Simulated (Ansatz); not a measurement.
# C₃H₁₂BN: a ladder of functionals and wavefunction methods, part 2 of 2

Ansatz 0.2.0, Gaussian basis; functionals in def2-TZVPP, the program's frozen cores in correlated methods.

**17. ωB97M-V (range-separated)**

in.yaml reads:

```yaml
crystal:
  periodic: [false, false, false]
  atoms:
    - {symbol: C, position_ang: [-0.656532, 0.249543, -1.485578]}
    - {symbol: B, position_ang: [0.064301, -0.037220, -0.067941]}
    - {symbol: C, position_ang: [1.424934, 0.805249, 0.156666]}
    - {symbol: C, position_ang: [0.199303, -1.606860, 0.291955]}
    - {symbol: N, position_ang: [-0.997911, 0.566561, 1.074086]}
    - {symbol: H, position_ang: [-0.824765, 1.316898, -1.683751]}
    - {symbol: H, position_ang: [-0.028782, -0.114651, -2.305412]}
    - {symbol: H, position_ang: [-1.624210, -0.258617, -1.595951]}
    - {symbol: H, position_ang: [1.862281, 0.673225, 1.155716]}
    - {symbol: H, position_ang: [1.303709, 1.884962, -0.005641]}
    - {symbol: H, position_ang: [2.190451, 0.476982, -0.554010]}
    - {symbol: H, position_ang: [0.610422, -1.793068, 1.293505]}
    - {symbol: H, position_ang: [0.882645, -2.094905, -0.410679]}
    - {symbol: H, position_ang: [-0.749813, -2.155644, 0.222360]}
    - {symbol: H, position_ang: [-1.149537, 1.560546, 0.931159]}
    - {symbol: H, position_ang: [-1.895242, 0.094946, 1.012412]}
    - {symbol: H, position_ang: [-0.630254, 0.431451, 2.011103]}
basis:
  gaussian: {orbitals: def2-TZVPP}
hamiltonian: {xc: {name: wB97M-V}}
output: {forces: true, orbitals: {seedname: orbitals}}
```

Command:

```sh
$ ansatz run in.yaml --threads 4 --pin off --events-out ev --progress --plain --max-ram 11315MiB
```

Log (excerpt; [...] marks lines left out):

```text
Functional definition: wB97M-V
  name "wB97M-V"
  cite "Mardirossian & Head-Gordon, J. Chem. Phys. 144, 214110 (2016) doi:10.1063/1.4952647"
  cite "Becke, J. Chem. Phys. 107, 8554 (1997) doi:10.1063/1.475007"
  cite "Vydrov & Van Voorhis, J. Chem. Phys. 133, 244103 (2010) doi:10.1063/1.3521275"
  # Of w^i u^j: cxij and so on, Table III.
[...]
  gx(w, u) = 1 - cx + cx01*u + cx10*w
[...]
Atom 13 at    -0.749813    -2.155644     0.222360 Å, force     0.046188     0.037528     0.004494 eV/Å
Atom 14 at    -1.149537     1.560546     0.931159 Å, force     0.005543    -0.035358     0.005274 eV/Å
Atom 15 at    -1.895242     0.094946     1.012412 Å, force     0.032113     0.016597     0.002545 eV/Å
Atom 16 at    -0.630254     0.431451     2.011103 Å, force    -0.013241     0.004936    -0.033280 eV/Å
Dipole moment:    -0.608491     0.345874     0.654209 e Å
```

It took 24 s on 4 threads of AMD EPYC 7R43, shared host; peak memory 1.4 GiB.

Atomisation energy: 6374.3 kJ/mol (free atoms -5407.194 eV, run apart). HOMO -9.67 eV, LUMO 1.47 eV.

**18. B2PLYP (double hybrid)**

in.yaml, as its differences from that of step 17:

```diff
@@ -22,3 +22,2 @@
   gaussian: {orbitals: def2-TZVPP}
-hamiltonian: {xc: {name: wB97M-V}}
-output: {forces: true, orbitals: {seedname: orbitals}}
+hamiltonian: {xc: {name: B2PLYP}}
```

The command is unchanged.

Log (excerpt; [...] marks lines left out):

```text
Functional definition: B2PLYP
  name "B2PLYP"
  cite "Grimme, J. Chem. Phys. 124, 034108 (2006) doi:10.1063/1.2148954"
  cite "Becke, Phys. Rev. A 38, 3098 (1988) doi:10.1103/PhysRevA.38.3098"
  cite "Lee, Yang & Parr, Phys. Rev. B 37, 785 (1988) doi:10.1103/PhysRevB.37.785"
[...]
1841 factors; integrals over basis functions are off by at most 1.1e-3 eV
[...]
mean field -5463.37488879 eV, -200.7753239546 hartree, gradient 6.5e-6 eV, S^2 0.000000; 0 other end points of the search recorded, 0 dependent functions left out
5 core orbitals not correlated: weight in the atoms' cores, before any rotation towards them, 1.000 or more for the frozen orbitals, at most 0.000 for the correlated occupied ones
reference -5463.37508597 eV, -200.7753312006 hartree; 16, 16 occupied and 302, 302 virtual orbitals, 1841 factors
second order -29.36059621 eV of doubles, -0.00000000 eV of singles
Total energy: -5471.30244694 eV, -201.0666563432 hartree
```

Wall time 13 s (4 threads of AMD EPYC 7R43, shared host); peak memory 1.1 GiB.

Atomisation energy: 6294.5 kJ/mol (free atoms -5406.064 eV, run apart).

**19. PBE-QIDH (double hybrid)**

in.yaml, as its differences from that of step 18:

```diff
@@ -22,2 +22,2 @@
   gaussian: {orbitals: def2-TZVPP}
-hamiltonian: {xc: {name: B2PLYP}}
+hamiltonian: {xc: {name: PBE-QIDH}}
```

Launched as before.

Log (excerpt; [...] marks lines left out):

```text
Functional definition: PBE-QIDH
  name "PBE-QIDH"
  cite "Brémond, Sancho-García, Pérez-Jiménez & Adamo, J. Chem. Phys. 141, 031101 (2014) doi:10.1063/1.4890314"
  cite "Perdew, Burke & Ernzerhof, Phys. Rev. Lett. 77, 3865 (1996) doi:10.1103/PhysRevLett.77.3865"
[...]
1841 factors; integrals over basis functions are off by at most 1.1e-3 eV
[...]
mean field -5460.00002712 eV, -200.6513000756 hartree, gradient 3.4e-6 eV, S^2 0.000000; 0 other end points of the search recorded, 0 dependent functions left out
5 core orbitals not correlated: weight in the atoms' cores, before any rotation towards them, 1.000 or more for the frozen orbitals, at most 0.000 for the correlated occupied ones
reference -5460.00004181 eV, -200.6513006157 hartree; 16, 16 occupied and 302, 302 virtual orbitals, 1841 factors
second order -27.37275709 eV of doubles, -0.00000000 eV of singles
Total energy: -5469.12429418 eV, -200.9866107054 hartree
```

Wall time 13 s (4 threads of AMD EPYC 7R43, shared host); peak memory 1.1 GiB.

With the free atoms at this level, -5403.575 eV in sum, the atomisation energy is 6324.6 kJ/mol.

**20. Frontier levels by functional**

Dipoles come from the runs that computed forces. Levels are read from the orbital files that the runs wrote:

| functional | HOMO (eV) | LUMO (eV) | gap (eV) | dipole (D) |
| --- | --- | --- | --- | --- |
| LDA (SPW92) | -6.16 | -0.87 | 5.29 |  |
| PBE-D4 | -6.06 | -0.74 | 5.31 | 4.48 |
| revPBE-D4 | -6.01 | -0.66 | 5.34 |  |
| BLYP-D4 | -5.97 | -0.79 | 5.19 |  |
| r2SCAN-D4 | -6.31 | -0.01 | 6.29 | 4.56 |
| B97M-V | -6.42 | -0.58 | 5.84 |  |
| PBE0-D4 | -7.37 | 0.09 | 7.46 |  |
| B3LYP-D4 | -7.19 | -0.29 | 6.90 | 4.57 |
| r2SCANh-D4 | -6.80 | 0.22 | 7.02 |  |
| r2SCAN0-D4 | -7.54 | 0.56 | 8.11 |  |
| HSE06-D4 | -6.97 | -0.28 | 6.69 |  |
| BHLYP-D4 | -8.66 | 0.66 | 9.32 |  |
| CAM-B3LYP-D4 | -8.80 | 0.82 | 9.61 |  |
| LC-ωPBE | -10.11 | 2.16 | 12.28 |  |
| ωB97X-V | -9.79 | 1.92 | 11.71 |  |
| ωB97M-V | -9.67 | 1.47 | 11.14 | 4.60 |

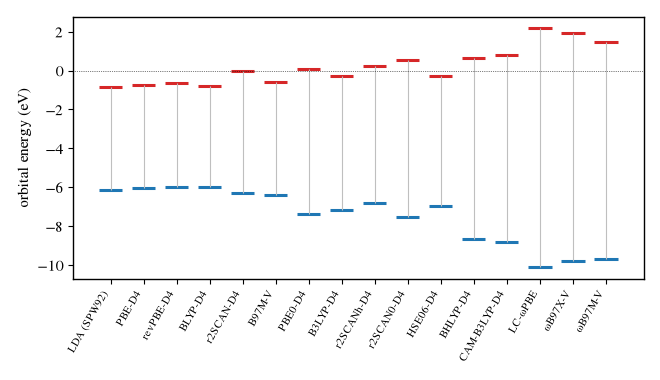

Highest occupied (blue) and lowest empty (red) level by functional.

**21. CCSD(T) in def2-SVP**

in.yaml, as its differences from that of step 19:

```diff
@@ -21,3 +21,3 @@
 basis:
-  gaussian: {orbitals: def2-TZVPP}
-hamiltonian: {xc: {name: PBE-QIDH}}
+  gaussian: {orbitals: def2-SVP}
+correlation: {method: ccsd_t}
```

Same command.

Log (excerpt; [...] marks lines left out):

```text
Functional definition: HF
  name "HF"
  cite "Fock, Z. Phys. 61, 126 (1930) doi:10.1007/BF01340294"
  parent pbe
[...]
1355 factors; integrals over basis functions are off by at most 1.2e-3 eV
[...]
mean field -5431.65796511 eV, -199.6097485076 hartree, gradient 8.4e-6 eV, S^2 0.000000; 0 other end points of the search recorded, 0 dependent functions left out
5 core orbitals not correlated: weight in the atoms' cores, before any rotation towards them, 1.000 or more for the frozen orbitals, at most 0.000 for the correlated occupied ones
reference -5431.65796511 eV, -199.6097485076 hartree; 16, 16 occupied and 109, 109 virtual orbitals, 1355 factors
second order -19.89201578 eV of doubles, -0.00000000 eV of singles
cycle   1  -21.22992318 eV  change    -1.3e0 eV  update   8.4e-2
[...]
cycle   8  -21.82800146 eV  change   -7.6e-6 eV  update   1.9e-5
perturbative correction -0.60424252 eV, -0.0222055030 hartree
Total energy: -5454.09020908 eV, -200.4341182687 hartree
```

It took 19 s on 4 threads of AMD EPYC 7R43, shared host; peak memory 0.94 GiB.

**22. CCSD(T) in def2-TZVPP**

in.yaml, as its differences from that of step 21:

```diff
@@ -21,3 +21,4 @@
 basis:
-  gaussian: {orbitals: def2-SVP}
+  gaussian: {orbitals: def2-TZVPP}
 correlation: {method: ccsd_t}
+output: {orbitals: {seedname: orbitals}}
```

Launched as before.

Log (excerpt; [...] marks lines left out):

```text
Functional definition: HF
  name "HF"
  cite "Fock, Z. Phys. 61, 126 (1930) doi:10.1007/BF01340294"
  parent pbe
[...]
1841 factors; integrals over basis functions are off by at most 1.1e-3 eV
[...]
mean field -5437.63066146 eV, -199.8292410503 hartree, gradient 2.6e-6 eV, S^2 0.000000; 0 other end points of the search recorded, 0 dependent functions left out
5 core orbitals not correlated: weight in the atoms' cores, before any rotation towards them, 1.000 or more for the frozen orbitals, at most 0.000 for the correlated occupied ones
reference -5437.63066146 eV, -199.8292410503 hartree; 16, 16 occupied and 302, 302 virtual orbitals, 1841 factors
second order -24.40422333 eV of doubles, -0.00000000 eV of singles
cycle   1  -25.37667542 eV  change   -9.7e-1 eV  update   8.9e-2
[...]
cycle   8  -26.01090731 eV  change   -2.7e-6 eV  update   2.5e-5
perturbative correction -0.97001683 eV, -0.0356474610 hartree
Total energy: -5464.61158560 eV, -200.8207717241 hartree
```

It took 24 min on 4 threads of AMD EPYC 7R43, shared host; peak memory 5 GiB.

**23. MP2 in def2-QZVPP**

in.yaml, as its differences from that of step 22:

```diff
@@ -21,4 +21,3 @@
 basis:
-  gaussian: {orbitals: def2-TZVPP}
-correlation: {method: ccsd_t}
-output: {orbitals: {seedname: orbitals}}
+  gaussian: {orbitals: "def2-QZVPP.json"}
+correlation: {method: mp2}
```

Launched as before.

Log (excerpt; [...] marks lines left out):

```text
Functional definition: HF
  name "HF"
  cite "Fock, Z. Phys. 61, 126 (1930) doi:10.1007/BF01340294"
  parent pbe
[...]
3792 factors; integrals over basis functions are off by at most 8.3e-4 eV
[...]
mean field -5437.89490162 eV, -199.8389516970 hartree, gradient 2.6e-6 eV, S^2 0.000000; 0 other end points of the search recorded, 0 dependent functions left out
5 core orbitals not correlated: weight in the atoms' cores, before any rotation towards them, 1.000 or more for the frozen orbitals, at most 0.000 for the correlated occupied ones
reference -5437.89490162 eV, -199.8389516970 hartree; 16, 16 occupied and 624, 624 virtual orbitals, 3792 factors
second order -25.92591996 eV of doubles, -0.00000000 eV of singles
Total energy: -5463.82082158 eV, -200.7917116824 hartree
```

Wall time 82 s (4 threads of AMD EPYC 7R43, shared host); peak memory 6.6 GiB.

Energy pieces by basis (eV):

| basis | HF | MP2 correlation | CCSD correlation | (T) | total |
| --- | --- | --- | --- | --- | --- |
| def2-SVP | -5431.6580 | -19.8920 | -21.8280 | -0.6042 | -5454.0902 |
| def2-TZVPP | -5437.6307 | -24.4042 | -26.0109 | -0.9700 | -5464.6116 |
| def2-QZVPP | -5437.8949 | -25.9259 |  |  | -5463.8208 (MP2) |

The report of the def2-TZVPP run gives T1 = 0.0087.

**24. From triple and quadruple zeta to the limit**

This step is arithmetic on the last runs, with X = 3 and 4: exp(−7.88√X) for Hartree-Fock, X^−2.97 for correlation; only MP2 was run in the larger set, so CCSD(T) minus MP2 is added from the smaller one.

| level | energy at the limit (eV) |
| --- | --- |
| HF | -5437.9313 |
| MP2 | -5464.9844 |
| CCSD | -5466.5911 |
| CCSD(T) | -5467.5611 |

**25. RPA on PBE orbitals**

in.yaml, as its differences from that of step 23:

```diff
@@ -21,3 +21,4 @@
 basis:
-  gaussian: {orbitals: "def2-QZVPP.json"}
-correlation: {method: mp2}
+  gaussian: {orbitals: def2-TZVPP}
+hamiltonian: {xc: pbe}
+correlation: {method: rpa}
```

Same command.

Log (excerpt; [...] marks lines left out):

```text
Functional definition: PBE
  name "PBE"
  cite "Perdew, Burke & Ernzerhof, Phys. Rev. Lett. 77, 3865 (1996) doi:10.1103/PhysRevLett.77.3865"
  parent pbe
[...]
1841 factors; integrals over basis functions are off by at most 1.1e-3 eV
[...]
mean field -5468.57345326 eV, -200.9663676752 hartree, gradient 6.8e-6 eV, S^2 0.000000; 0 other end points of the search recorded, 0 dependent functions left out
5 core orbitals not correlated: weight in the atoms' cores, before any rotation towards them, 1.000 or more for the frozen orbitals, at most 0.000 for the correlated occupied ones
reference -5436.40613410 eV, -199.7842404999 hartree; 16, 16 occupied and 302, 302 virtual orbitals, 1841 factors
Total energy: -5477.79743557 eV, -201.3053427729 hartree
```

Wall time 16 s (4 threads of AMD EPYC 7R43, shared host); peak memory 1.2 GiB.

RPA correlation: -41.391 eV. No RPA run of the hydrogen atom was made, so RPA has no atomisation energy below.

**26. All levels against the reference**

Atomisation energy = energies of 3 C, 1 B, 1 N, 12 H (separate runs, same level) minus the molecule's; electronic only, no spin-orbit term.

Differences are taken before rounding.

| method | rung | atoms, summed (eV) | atomisation energy (kJ/mol) | from CCSD(T)/CBS (kJ/mol) | time |
| --- | --- | --- | --- | --- | --- |
| LDA (SPW92) | LDA | -5350.318 | 7159.4 | +815.0 | 3.4 s |
| PBE-D4 | GGA | -5402.155 | 6440.3 | +95.9 | 6.5 s |
| revPBE-D4 | GGA | -5410.354 | 6318.0 | -26.3 | 4.8 s |
| BLYP-D4 | GGA | -5408.295 | 6331.7 | -12.7 | 4.9 s |
| r2SCAN-D4 | meta-GGA | -5407.328 | 6359.0 | +14.7 | 10 s |
| B97M-V | meta-GGA | -5410.874 | 6363.3 | +19.0 | 16 s |
| PBE0-D4 | hybrid | -5403.927 | 6374.3 | +30.0 | 8.5 s |
| B3LYP-D4 | hybrid | -5411.588 | 6370.7 | +26.3 | 12 s |
| r2SCANh-D4 | hybrid | -5407.383 | 6338.2 | -6.1 | 8.5 s |
| r2SCAN0-D4 | hybrid | -5407.474 | 6308.8 | -35.6 | 10 s |
| HSE06-D4 | hybrid | -5403.510 | 6377.8 | +33.5 | 8 s |
| BHLYP-D4 | hybrid | -5408.818 | 6237.7 | -106.7 | 7.5 s |
| CAM-B3LYP-D4 | range-separated | -5407.449 | 6392.2 | +47.8 | 8.5 s |
| LC-ωPBE | range-separated | -5407.819 | 6330.7 | -13.7 | 6.5 s |
| ωB97X-V | range-separated | -5409.236 | 6354.2 | +9.8 | 16 s |
| ωB97M-V | range-separated | -5407.194 | 6374.3 | +29.9 | 24 s |
| B2PLYP | double hybrid | -5406.064 | 6294.5 | -49.9 | 13 s |
| PBE-QIDH | double hybrid | -5403.575 | 6324.6 | -19.8 | 13 s |
| HF/def2-TZVPP | wavefunction | -5388.133 | 4775.8 | -1568.6 |  |
| MP2/def2-TZVPP | wavefunction | -5397.295 | 6246.4 | -97.9 |  |
| CCSD/def2-TZVPP | wavefunction | -5399.963 | 6144.0 | -200.3 |  |
| CCSD(T)/def2-SVP | wavefunction | -5391.054 | 6082.1 | -262.3 | 19 s |
| CCSD(T)/def2-TZVPP | wavefunction | -5400.226 | 6212.2 | -132.1 | 24 min |
| MP2/CBS | wavefunction | -5398.875 | 6378.6 | +34.2 |  |
| CCSD(T)/CBS | wavefunction | -5401.806 | 6344.4 | 0 | 26 min |

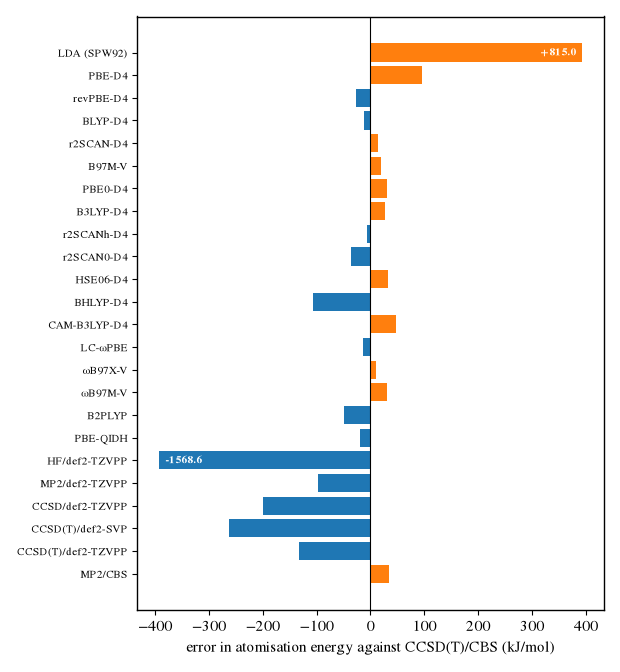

Deviations from CCSD(T)/CBS, method by method. Bars with a number in them are cut short.

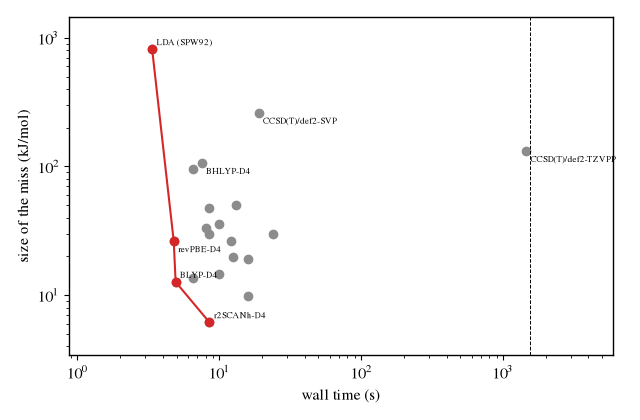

Miss against cost. Red marks the levels that no quicker level drawn beats (of those quicker than the yardstick), and the dashed line is the time of CCSD(T)/CBS. Only those levels and the largest misses are named. Times are from a shared host.

LDA (SPW92), LC-ωPBE, B2PLYP, PBE-QIDH carry no dispersion term (for B3LYP, D4 adds 50.3 kJ/mol).

Times are those of the molecule's run; HF, MP2 and CCSD come out of the CCSD(T) runs, and the limit's time is the sum of the runs that it needs.

**27. Summary of results**

The summary covers parts 1 to 2.

| quantity | value |
| --- | --- |
| atomisation energy, CCSD(T)/CBS | 6344.4 kJ/mol |
| functionals within 31.7 kJ/mol (0.5 %) | revPBE-D4, BLYP-D4, r2SCAN-D4, B97M-V, PBE0-D4, B3LYP-D4, r2SCANh-D4, LC-ωPBE, ωB97X-V, ωB97M-V, PBE-QIDH |
| farthest beyond LDA | BHLYP-D4 (-106.7 kJ/mol) |
| mean size of error, GGA | 45.0 kJ/mol |
| mean size of error, meta-GGA | 16.8 kJ/mol |
| mean size of error, hybrid | 39.7 kJ/mol |
| mean size of error, range-separated | 25.3 kJ/mol |
| mean size of error, double hybrid | 34.8 kJ/mol |
| gap, smallest and largest | 5.19 eV (BLYP-D4), 12.28 eV (LC-ωPBE) |
| T1 diagnostic | 0.0087 |
| triples share of the correlation energy | 3.6 % |

The LDA atomisation energy is off by 815.0 kJ/mol (13 %): it overbinds. PBE-D4 misses by +95.9 kJ/mol. Double hybrids carry the basis error of their MP2 part in triple zeta, and no dispersion term here, so their miss is partly the set-up's. The rungs meta-GGA, range-separated miss on average by less than the doubt on the reference (31.7 kJ/mol), so they tie. Misses under about 31.7 kJ/mol are within the doubt on the reference itself, which lacks core-valence correlation, relativity and higher excitations. Hartree-Fock recovers 75 % of the binding; the rest is correlation. CCSD(T) in def2-SVP is off by -262.3 kJ/mol, so the small basis spoils what the method gains. The gap grows from 5.2 to 12.3 eV across the functionals, mostly with the share of exact exchange.

For cost: r2SCANh-D4 gets within 6.1 kJ/mol in 8.5 s, where CCSD(T)/CBS took 26 min; the quickest level in the cost chart, LDA (SPW92), takes 3.4 s and misses by 815.0 kJ/mol.
